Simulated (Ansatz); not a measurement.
# Redistribution: SiH2(CH3)(OH) + C2H8O2Si2 → SiH(CH3)(OH)2 + C2H8OSi2

Gas-phase species: SiH2(CH3)(OH), singlet; C2H8O2Si2 `O[SiH](O)/C=C/[SiH3]`, singlet; SiH(CH3)(OH)2, singlet; C2H8OSi2 `O[SiH2]/C=C/[SiH3]`, singlet. The partners trade H for OH; both sit on Si, so the bond types are kept.

Shapes, held fixed at every level: PBE0-D4/def2-TZVP. Flexible molecules stand in one conformer, not always the lowest. Programs: Ansatz 0.2.0. Electronic energies: no zero-point or thermal term.

```
               level                    kind  ΔE (kJ/mol)  less CCSD(T)/CBS estimate
       HF/def2-TZVPP            Hartree–Fock         -4.9                       +0.2
r2SCAN-D4/def2-TZVPP                meta-GGA         -5.9                       -0.8
  PBE0-D4/def2-TZVPP           global hybrid         -5.5                       -0.4
  wB97X-V/def2-TZVPP  range-separated hybrid         -5.3                       -0.2
      MP2/def2-TZVPP     perturbation theory         -5.5                       -0.4
  CCSD(T)/def2-TZVPP   coupled cluster or CI         -5.4                       -0.3
CCSD(T)/CBS estimate   coupled cluster or CI         -5.1                        0.0
```

The highest level, CCSD(T)/CBS estimate, gives ΔE = -5.1 kJ/mol; the levels span -5.9 to -4.9. The column of differences is taken from that level and isn't an error. No measured value is set beside it here. The CBS estimate extrapolates MP2 from def2-TZVPP and def2-QZVPP and adds CCSD(T) − MP2 in the triple-zeta set, cores frozen.

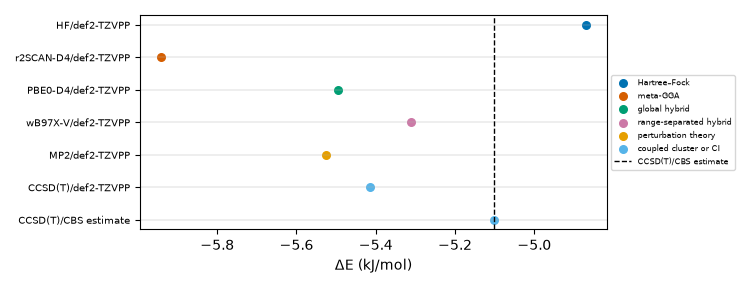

The values of the table, level by level.
